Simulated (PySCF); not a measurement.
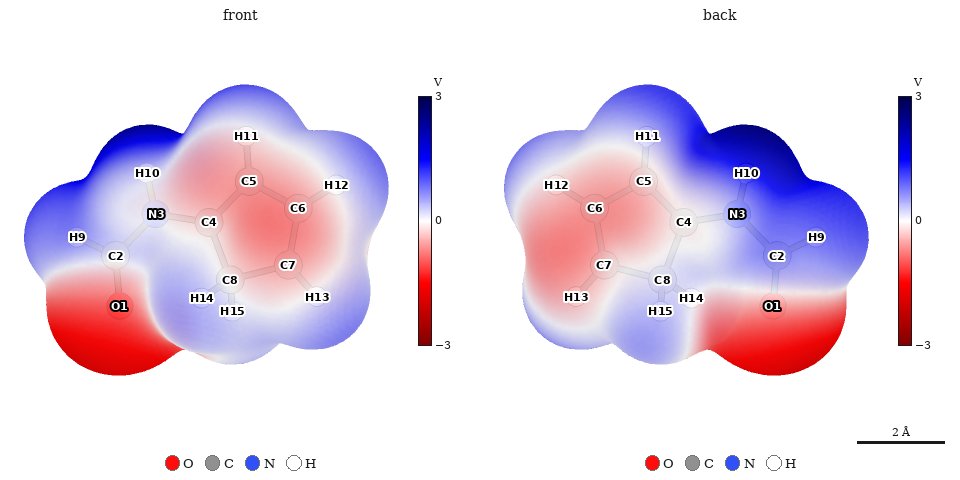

*C6H7NO. The electrostatic potential painted on the density surface at 0.002 e/bohr³, seen from the front and from behind; red is negative and blue positive.*

Geometry: GFN2-xTB, NEB image 0 of 0 to 8.

Level of theory: PBE0/pcSseg-1, SCF density, gas phase, non-relativistic (PySCF 2.14.0).

Input

```
{"job": {"kind": "nmr", "xc": "PBE0", "basis": "pcSseg-1", "pop": false}, "charge": 0, "multiplicity": 1}
O     -2.090900    -0.431600     1.802400
C     -2.421700    -0.326100     0.648800
N     -1.596000    -0.113900    -0.404900
C     -0.215800     0.019900    -0.345500
C      0.614500     0.229000    -1.388400
C      1.966700     0.308000    -0.893700
C      1.969300     0.149800     0.438400
C      0.573100    -0.050000     0.921500
H     -3.476500    -0.395500     0.321000
H     -1.999600    -0.043100    -1.328600
H      0.336500     0.324000    -2.422800
H      2.821200     0.470000    -1.525800
H      2.819000     0.157400     1.094600
H      0.259600     0.716300     1.632300
H      0.436200    -1.006300     1.429000
```

Command:

```sh
OMP_NUM_THREADS=1 python probes_run.py task.json out
```

> Where is the surface potential most negative and most positive?

The most negative region (about −1.8 V) lies over O1, the most positive (about +2.5 V) over H10. O1 is the likeliest acceptor of a hydrogen bond.
